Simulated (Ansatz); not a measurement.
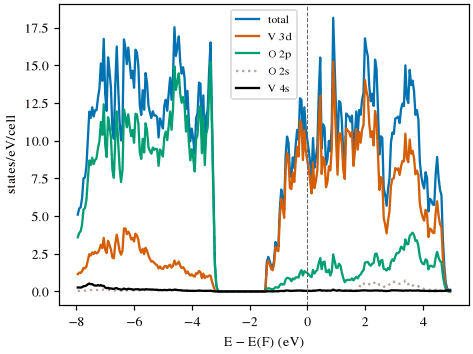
Figure. Total and projected density of states of V3O5 in space group C2/c (No. 15; Pearson symbol mS32), the program Ansatz at the PBEsol level (PAW)

**Question.** Which orbitals carry the states next to the Fermi level?

**Answer.** Within 0.5 eV of the Fermi level: V 3d 86 %, O 2p 12 %. Projections are on Löwdin-orthogonalised atomic valence shells; empty p or d shells of many metals are not among them.

**Question.** Where is the tallest occupied peak in this window, and what makes it?

**Answer.** Near -4.6 eV, about 18 states/eV per cell; the largest projected share is O 2p.

The workflow started from a Materials Project entry (that database holds measured and hypothetical structures alike); the Crystallography Open Database files this formula in space group No. 15, but the cells were not matched. Whether it is the stable phase at ambient conditions was not checked. The PBEsol relaxation kept the symmetry of its start; its stability against distortions is not shown here. Spin order of the final state: ferromagnetic, chosen from 4 collinear starts compared on coarse meshes (ties went to the first, and starts can fall back to one state), not a proven ground state. No Hubbard U is applied. The compound may be a true metal, but semilocal functionals without U, or a wrong spin order, can also close a gap.

Potentials: the later of the program's two PAW sets.
